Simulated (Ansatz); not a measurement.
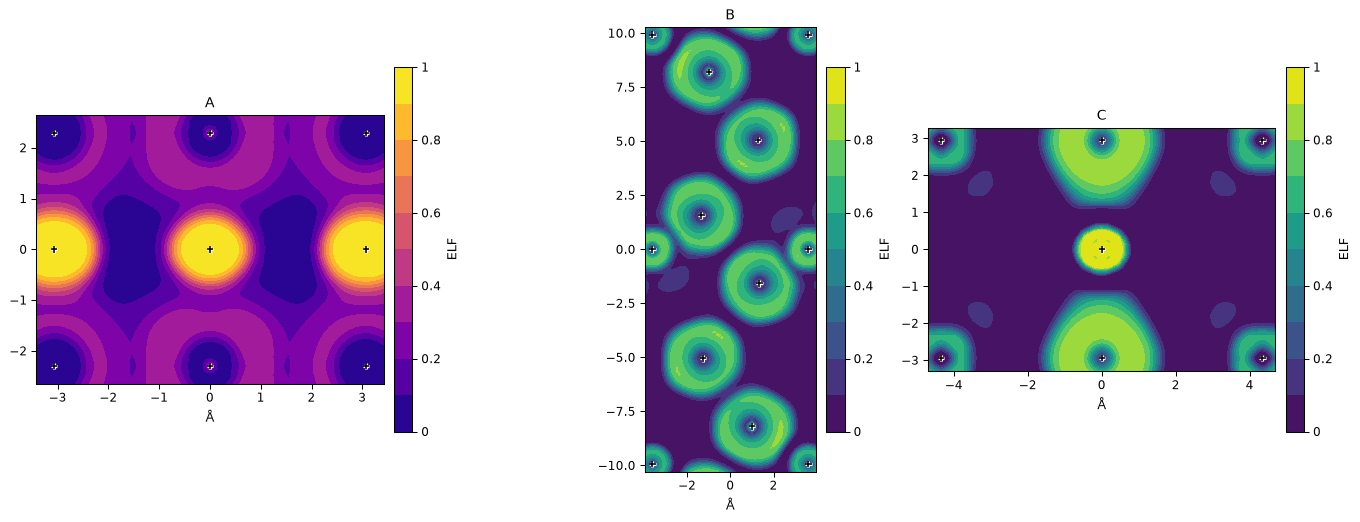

The ELF of 3 systems, each on a plane through atoms (crosses mark nuclei in the plane).

Method: Ansatz 0.2.0, DFT, r2SCAN+rVV10, plane waves, PAW.

System 1: SnGeH6, the (11̄0) plane of the conventional cell. Space group P4/mmm; a structure from a database of computed crystals, not necessarily the ambient phase; started from the TiAlNi6-123 prototype, which need not be the ambient phase.

```
Sn Ge H
1.0
     3.24539    0.00000    0.00000
     0.00000    3.24539    0.00000
     0.00000    0.00000    6.13703
Sn Ge H
1 1 6
Direct
  0.00000 0.00000 0.50000
  0.00000 0.00000 0.00000
  0.50000 0.50000 0.00000
  0.50000 0.50000 0.50000
  0.50000 0.00000 0.18968
  0.50000 0.00000 0.81032
  0.00000 0.50000 0.18968
  0.00000 0.50000 0.81032
```

System 2: LiTiCl5, the (110) plane of the conventional cell. Space group P4/mmm; a structure from a database of computed crystals, not necessarily the ambient phase; started from the MgPPd5-123 prototype, which need not be the ambient phase; computed without spin polarisation.

System 3: NaNbI6, the (100) plane of the conventional cell. Space group R-3; a structure from a database of computed crystals, not necessarily the ambient phase; started from the MgTiF6-148 prototype, which need not be the ambient phase.

```yaml
crystal:
  lattice:
    - [-3.60865, 6.25036, 0.00000]
    - [7.21730, 0.00000, 0.00000]
    - [0.00000, 0.00000, -19.86199]
  atoms:
    - { symbol: Na, position: [0.66667, 0.33333, 0.83333] }
    - { symbol: Na, position: [0.00000, 0.00000, 0.50000] }
    - { symbol: Na, position: [0.33333, 0.66667, 0.16667] }
    - { symbol: Nb, position: [0.33333, 0.66667, 0.66667] }
    - { symbol: Nb, position: [0.66667, 0.33333, 0.33333] }
    - { symbol: Nb, position: [0.00000, 0.00000, 0.00000] }
    - { symbol: I, position: [0.03242, 0.33958, 0.74580] }
    - { symbol: I, position: [0.36575, 0.00624, 0.41247] }
    - { symbol: I, position: [0.69909, 0.67291, 0.07913] }
    - { symbol: I, position: [0.66042, 0.69284, 0.74580] }
    - { symbol: I, position: [0.99376, 0.35951, 0.41247] }
    - { symbol: I, position: [0.32709, 0.02618, 0.07913] }
    - { symbol: I, position: [0.02618, 0.69909, 0.92087] }
    - { symbol: I, position: [0.35951, 0.36575, 0.58753] }
    - { symbol: I, position: [0.69284, 0.03242, 0.25420] }
    - { symbol: I, position: [0.67291, 0.97382, 0.92087] }
    - { symbol: I, position: [0.00624, 0.64049, 0.58753] }
    - { symbol: I, position: [0.33958, 0.30716, 0.25420] }
    - { symbol: I, position: [0.30091, 0.32709, 0.92087] }
    - { symbol: I, position: [0.63425, 0.99376, 0.58753] }
    - { symbol: I, position: [0.96758, 0.66042, 0.25420] }
    - { symbol: I, position: [0.30716, 0.96758, 0.74580] }
    - { symbol: I, position: [0.64049, 0.63425, 0.41247] }
    - { symbol: I, position: [0.97382, 0.30091, 0.07913] }
```

### Which map belongs to which system?

Panel A is system 1, SnGeH6: the plane holds Sn, Ge and H. Sn–H (2.29 Å): the ELF climbs to about 1 towards the hydrogen. Panel B is system 3, NaNbI6: the plane holds Na, Nb and I. Nb–I (2.76 Å): the ELF is about 0.55 at the midpoint. Panel C is system 2, LiTiCl5: the plane holds Li, Ti and Cl. Li–Cl (2.94 Å): the ELF peaks at about 0.85 in the valence shell of Cl, 0.8 Å from its nucleus, and falls to about 0 next to Li: an ionic contact with no shared pair.
